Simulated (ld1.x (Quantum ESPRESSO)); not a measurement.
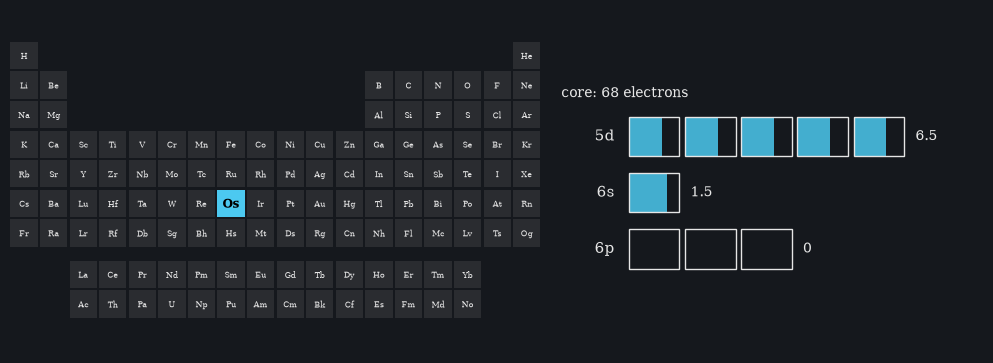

Figure 1. Left, the place of osmium in the periodic table; right, the valence shells of the reference configuration: a box for each of the 2l + 1 orbitals, shaded by the share of the shell that is filled, with the electron count at the right. The shells are those of the unaltered input.

Os: pseudopotential generation

Osmium (Os, Z = 76), core [Xe] 4f14, reference valence 5d6.5 6s1.5 6p0, valence charge 8. (This line and the method describe the unaltered input from which the odd one was made.) Computed at this level: RRKJ potential, PBE, scalar-relativistic, made with ld1.x (Quantum ESPRESSO) 7.5.

### The input
```
 &input
   title='Os', zed=76., rel=1, dft='PBE', iswitch=3,
   config='[Xe] 4f14 5d6.5 6s1.5 6p0',
   nld=3, rlderiv=4.35, eminld=-2.0, emaxld=5.0, deld=0.02
 /
 &inputp
   pseudotype=1, tm=.false., rho0=0.01, lloc=0,
   nlcc=.true., rcore=1.85,
   file_pseudopw='Os.UPF', file_wfcaegen='ae.wfc', file_wfcncgen='nc.wfc', file_beta='beta', file_chi='chi'
 /
3
6P  2  1   0.00   0.00  4.00  4.00  0.0
5D  3  2   6.50   0.00  2.15  2.15  0.0
6S  1  0   1.50   0.00  2.50  2.50  0.0
 &test
   configts(1)='5d6.5 6s1.5 6p0'
 /
```

Hardware: 1 CPU thread, shared host.

Run as:
```bash
ld1.x < Os.in > Os.out
```

### The program's output
```
     Program LD1 v.7.5
     --------------------------- All-electron run ----------------------------

     Os
     scalar relativistic calculation

     atomic number is 76.00
     dft =PBE   lsd =0 sic =0 latt =0  beta=0.20 tr2=1.0E-14
     Exchange-correlation= PBE
                           (   1   4   3   4   0   0   0)
     mesh =1275 r(mesh) =  98.91557 a.u. xmin = -7.00 dx = 0.01250
     1 Ry =  13.60569312 eV, c = 137.03599908

     n l     nl                  e(Ry)          e(Ha)          e(eV)
     1 0     1S 1( 2.00)     -5430.0559     -2715.0279    -73879.6741
     2 0     2S 1( 2.00)      -945.6043      -472.8022    -12865.6024
     2 1     2P 1( 6.00)      -823.2657      -411.6328    -11201.0999
     3 0     3S 1( 2.00)      -219.9852      -109.9926     -2993.0511
     3 1     3P 1( 6.00)      -184.0704       -92.0352     -2504.4054
     4 0     4S 1( 2.00)       -46.3520       -23.1760      -630.6514
     4 1     4P 1( 6.00)       -34.5748       -17.2874      -470.4143
     3 2     3D 1(10.00)      -143.9836       -71.9918     -1958.9969
     5 0     5S 1( 2.00)        -6.6390        -3.3195       -90.3276
     5 1     5P 1( 6.00)        -3.6527        -1.8263       -49.6974
     4 2     4D 1(10.00)       -19.9617        -9.9808      -271.5925
     4 3     4F 1(14.00)        -3.7274        -1.8637       -50.7134
     5 2     5D 1( 6.50)        -0.4006        -0.2003        -5.4502
     6 0     6S 1( 1.50)        -0.4246        -0.2123        -5.7776
     6 1     6P 1( 0.00)        -0.0825        -0.0413        -1.1227

     final scf error:  3.6E-15 reached in  30 iterations

     Etot =  -34507.712220 Ry,  -17253.856110 Ha, -469501.342849 eV

     Ekin =   38256.840933 Ry,   19128.420467 Ha,  520510.837591 eV
     Encl =  -85538.999784 Ry,  -42769.499892 Ha,-1163817.381111 eV
     Eh   =   13450.894578 Ry,    6725.447289 Ha,  183008.743864 eV
     Exc  =    -676.447948 Ry,    -338.223974 Ha,   -9203.543194 eV

     normalization and overlap integrals

     s(1S/1S) =  1.000000  <r> =   0.0177  <r2> =    0.0004  r(max) =   0.0110
     s(2S/2S) =  1.000000  <r> =   0.0749  <r2> =    0.0066  r(max) =   0.0636
     s(2P/2P) =  1.000000  <r> =   0.0673  <r2> =    0.0055  r(max) =   0.0520
     s(3S/3S) =  1.000000  <r> =   0.1939  <r2> =    0.0430  r(max) =   0.1794
     s(3P/3P) =  1.000000  <r> =   0.1945  <r2> =    0.0439  r(max) =   0.1772
     s(4S/4S) =  1.000000  <r> =   0.4318  <r2> =    0.2104  r(max) =   0.4042
     s(4P/4P) =  1.000000  <r> =   0.4594  <r2> =    0.2400  r(max) =   0.4250
     s(3D/3D) =  1.000000  <r> =   0.1762  <r2> =    0.0364  r(max) =   0.1450
     s(5S/5S) =  1.000000  <r> =   1.0067  <r2> =    1.1383  r(max) =   0.9110
     s(5P/5P) =  1.000000  <r> =   1.1721  <r2> =    1.5573  r(max) =   1.0323
     s(4D/4D) =  1.000000  <r> =   0.4890  <r2> =    0.2767  r(max) =   0.4357
     s(4F/4F) =  1.000000  <r> =   0.5567  <r2> =    0.3825  r(max) =   0.4042
     s(5D/5D) =  1.000000  <r> =   1.8562  <r2> =    4.2065  r(max) =   1.3590
     s(6S/6S) =  1.000000  <r> =   3.0320  <r2> =   10.5612  r(max) =   2.5075
     s(6P/6P) =  1.000000  <r> =   4.8775  <r2> =   28.3642  r(max) =   3.6483

     ------------------------ End of All-electron run ------------------------

     --------------------- Generating NC pseudopotential ---------------------

      Generating local pot.: lloc=0, matching radius rcloc =   2.5000

      Computing core charge for nlcc:

       r > 1.86 : true rho core
       r < 1.86 : rho core = a sin(br)/r    a=   2.11  b=   1.48

      Integrated core pseudo-charge :   3.23

      Wfc   6P  rcut= 4.032  Estimated cut-off energy=       10.74 Ry
      This function has    0 nodes for 0 < r <    4.032

      Wfc   5D  rcut= 2.158  Estimated cut-off energy=       50.35 Ry
      This function has    0 nodes for 0 < r <    2.158

     ------------------- End of pseudopotential generation -------------------

     --------------------------- All-electron run ----------------------------

     Os
     scalar relativistic calculation

     atomic number is 76.00
     dft =PBE   lsd =0 sic =0 latt =0  beta=0.20 tr2=1.0E-14
     Exchange-correlation= PBE
                           (   1   4   3   4   0   0   0)
     mesh =1275 r(mesh) =  98.91557 a.u. xmin = -7.00 dx = 0.01250
     1 Ry =  13.60569312 eV, c = 137.03599908

     n l     nl                  e(Ry)          e(Ha)          e(eV)
     1 0     1S 1( 2.00)     -5430.0559     -2715.0279    -73879.6741
     2 0     2S 1( 2.00)      -945.6043      -472.8022    -12865.6024
     2 1     2P 1( 6.00)      -823.2657      -411.6328    -11201.0999
     3 0     3S 1( 2.00)      -219.9852      -109.9926     -2993.0511
     3 1     3P 1( 6.00)      -184.0704       -92.0352     -2504.4054
     4 0     4S 1( 2.00)       -46.3520       -23.1760      -630.6514
     4 1     4P 1( 6.00)       -34.5748       -17.2874      -470.4143
     3 2     3D 1(10.00)      -143.9836       -71.9918     -1958.9969
     5 0     5S 1( 2.00)        -6.6390        -3.3195       -90.3276
     5 1     5P 1( 6.00)        -3.6527        -1.8263       -49.6974
     4 2     4D 1(10.00)       -19.9617        -9.9808      -271.5925
     4 3     4F 1(14.00)        -3.7274        -1.8637       -50.7134
     5 2     5D 1( 6.50)        -0.4006        -0.2003        -5.4502
     6 0     6S 1( 1.50)        -0.4246        -0.2123        -5.7776
     6 1     6P 1( 0.00)        -0.0825        -0.0413        -1.1227

     final scf error:  3.6E-15 reached in  30 iterations

     Etot =  -34507.712220 Ry,  -17253.856110 Ha, -469501.342849 eV

     Ekin =   38256.840933 Ry,   19128.420467 Ha,  520510.837591 eV
     Encl =  -85538.999784 Ry,  -42769.499892 Ha,-1163817.381111 eV
     Eh   =   13450.894578 Ry,    6725.447289 Ha,  183008.743864 eV
     Exc  =    -676.447948 Ry,    -338.223974 Ha,   -9203.543194 eV

     normalization and overlap integrals

     s(1S/1S) =  1.000000  <r> =   0.0177  <r2> =    0.0004  r(max) =   0.0110
     s(2S/2S) =  1.000000  <r> =   0.0749  <r2> =    0.0066  r(max) =   0.0636
     s(2P/2P) =  1.000000  <r> =   0.0673  <r2> =    0.0055  r(max) =   0.0520
     s(3S/3S) =  1.000000  <r> =   0.1939  <r2> =    0.0430  r(max) =   0.1794
     s(3P/3P) =  1.000000  <r> =   0.1945  <r2> =    0.0439  r(max) =   0.1772
     s(4S/4S) =  1.000000  <r> =   0.4318  <r2> =    0.2104  r(max) =   0.4042
     s(4P/4P) =  1.000000  <r> =   0.4594  <r2> =    0.2400  r(max) =   0.4250
     s(3D/3D) =  1.000000  <r> =   0.1762  <r2> =    0.0364  r(max) =   0.1450
     s(5S/5S) =  1.000000  <r> =   1.0067  <r2> =    1.1383  r(max) =   0.9110
     s(5P/5P) =  1.000000  <r> =   1.1721  <r2> =    1.5573  r(max) =   1.0323
     s(4D/4D) =  1.000000  <r> =   0.4890  <r2> =    0.2767  r(max) =   0.4357
     s(4F/4F) =  1.000000  <r> =   0.5567  <r2> =    0.3825  r(max) =   0.4042
     s(5D/5D) =  1.000000  <r> =   1.8562  <r2> =    4.2065  r(max) =   1.3590
     s(6S/6S) =  1.000000  <r> =   3.0320  <r2> =   10.5612  r(max) =   2.5075
     s(6P/6P) =  1.000000  <r> =   4.8775  <r2> =   28.3642  r(max) =   3.6483

     ------------------------ End of All-electron run ------------------------

     Computing logarithmic derivative in   4.37338
     Computing logarithmic derivative in   4.37338
     Computing the partial wave expansion
       no projector for channel:   0
     R is outside the sphere for l=    1 j= 0.00
     R is outside the sphere for l=    2 j= 0.00

     ---------------------- Testing the pseudopotential ----------------------

     Os
     scalar relativistic calculation

     atomic number is 76.00   valence charge is  8.00
     dft =PBE   lsd =0 sic =0 latt =0  beta=0.20 tr2=1.0E-14
     mesh =1275 r(mesh) =  98.91557 xmin = -7.00 dx = 0.01250

     n l     nl             e AE (Ry)        e PS (Ry)    De AE-PS (Ry)
     3 2     5D   1( 6.50)       -0.40058       -0.40058        0.00000
     1 0     6S   1( 1.50)       -0.42465       -0.42465        0.00000
     2 1     6P   1( 0.00)       -0.08252       -0.08252        0.00000

     eps = 4.3E-15  iter = 15

     Etot =  -34507.712220 Ry,  -17253.856110 Ha, -469501.342849 eV
     Etotps =   -32.937923 Ry,     -16.468961 Ha,    -448.143268 eV

     Ekin =      24.746784 Ry,      12.373392 Ha,     336.697145 eV
     Encl =     -49.262714 Ry,     -24.631357 Ha,    -670.253373 eV
     Ehrt =      28.179310 Ry,      14.089655 Ha,     383.399038 eV
     Ecxc =      -9.860150 Ry,      -4.930075 Ha,    -134.154169 eV
     (Ecc =      -2.632691 Ry,      -1.316345 Ha,     -35.819582 eV)
     Epseu=     -26.741152 Ry,     -13.370576 Ha,    -363.831909 eV

     ---------------------- End of pseudopotential test ----------------------
```

### Outcome

```tsv
quantity	value
outcome	generated
wall time	0.56 s
```

### What is odd here

The input is odd on purpose: pseudotype changed from 2 to 1. The program ran to the end. The all-electron atom is untouched: its total energy equals that from the unaltered input (−34507.7122 Ry). The pseudo-atom's energy and levels in the reference configuration are also those from the unaltered input, so the oddity leaves no trace there. The pseudo-atom meets the occupied all-electron levels that the test lists within 0.00001 Ry. No test for ghost states or cutoffs was run on this potential, so its soundness isn't shown.
